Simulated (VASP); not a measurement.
Band structure of YSe (relaxed from the wurtzite structure, space group P6_3mc). Computed with r2SCAN meta-GGA, VASP's PBE PAW potentials (set 64) (plane waves; VASP).

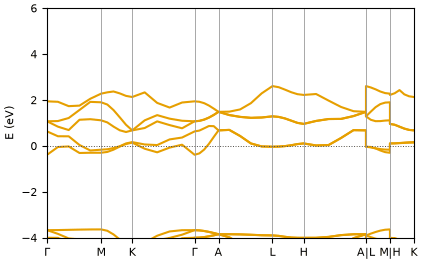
Fig. 1. Bands along high-symmetry lines, zero at the valence-band maximum or, without a gap, the Fermi level

Task: Read the plot: is there a gap, and where are the band edges?

Result: It has no gap at this level: it comes out as a metal or semimetal.

The structure was generated: YSe was put into the wurtzite type (P6_3mc), which need not be its known phase. It was relaxed first, which changed the volume by -31 %.
